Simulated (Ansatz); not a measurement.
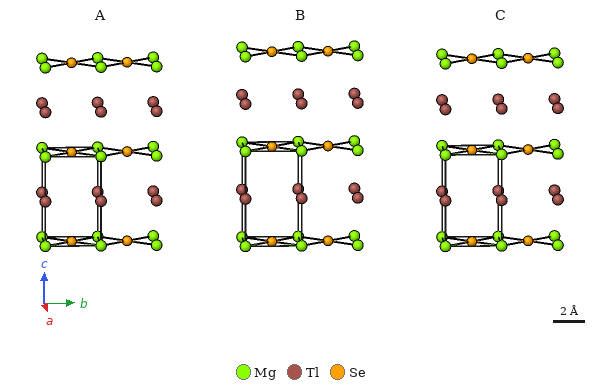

3 geometries from one relaxation of crystalline MgTlSe (a generated structure, set up in P4/mmm) (coarse preliminary run), in shuffled order. A ball-and-stick model of the cell of the calculation, repeated 1 × 2 × 2 with one cell outlined, seen from a free direction.

Theory: DFT PBE, scalar-relativistic, plane waves, PAW (Ansatz). Set-up: plane-wave cutoff 420 eV; k-point mesh 6 × 6 × 4; occupations gaussian; smearing width 0.1 eV; no spin polarisation; cell and atoms relaxed; force threshold 0.04 eV/Å; at most 70 steps.

Order the frames from highest to lowest energy.

A, C, B. They are steps 0, 1, 4, at +51.3 meV per cell of the calculation, +15.4 meV per cell of the calculation relative to the last. The energy falls by 51.3 meV per cell of the calculation in 3 accepted moves (4 points after the start). All forces vanish by symmetry, so only the cell relaxes. The pressure goes from 2.10 to 0.04 GPa. At 1 point the geometry stayed and the basis and grid were re-selected for the new cell (energy shift of 0.7 meV per cell of the calculation at most each time). No atom moves by more than 0.005 Å relative to the cell. The drawn cell changes as follows: a = b 3.684 → 3.723 Å (+1.0 %), c 5.990 → 6.364 Å (+6.2 %); the volume changes by +8.5 %. Near-neighbour distances that change, for instance: Mg–Se 2.605 → 2.632 Å. The space group stays P4/mmm (No. 123). Cost: 20 s on 1 thread of Arm Neoverse V2, with other jobs on the host, peak memory 0.45 GiB.
